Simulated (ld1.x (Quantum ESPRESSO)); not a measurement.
Input of ld1.x (Quantum ESPRESSO) 7.5:

```
&input
   title='Au', zed=79., rel=1, dft='PBE', iswitch=3,
   config='[Xe] 4f14 5d10 6s1 6p0',
   nld=3, rlderiv=3.60, eminld=-3.0, emaxld=5.0, deld=0.02
 /
 &inputp
   pseudotype=2, tm=.true., lloc=0,
   nlcc=.true., new_core_ps=.true., rcore=0.90,
   file_pseudopw='Au.UPF', file_wfcaegen='ae.wfc', file_wfcncgen='nc.wfc', file_beta='beta', file_chi='chi'
 /
3
6P  2  1   0.00   0.00  3.30  3.30  0.0
5D  3  2  10.00   0.00  1.95  1.95  0.0
6S  1  0   1.00   0.00  2.45  2.45  0.0
 &test
   configts(1)='5d10 6s1 6p0'
 /
```

Run as:
```bash
ld1.x < Au.in > Au.out
```

Functional and relativity: PBE, scalar-relativistic.

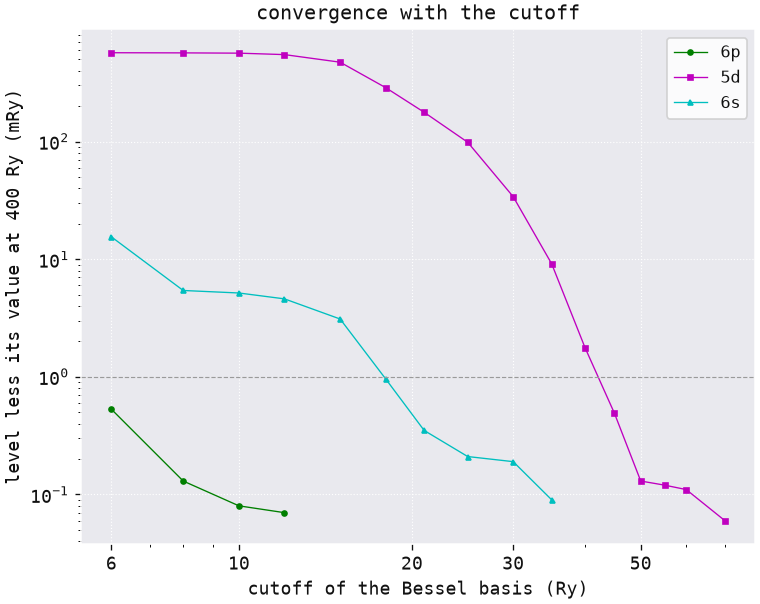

The pseudo-atom Hamiltonian at the reference potential is diagonalised in spherical Bessel functions (20 bohr box) up to the cutoff. Curves: distance of each valence level from its value at 400 Ry.

> Which occupied shell is the hardest?

5d: its level needs 45 Ry to come within 1 mRy, against 18 Ry for 6s.

> At which cutoff does each level come within 1 mRy for good?

6p: 6 Ry or less; 5d: 45 Ry; 6s: 18 Ry.

> What cutoffs are needed for 10 mRy and 1 mRy in the sum of levels?

45 Ry and 70 Ry, on the ladder of cutoffs that was run.
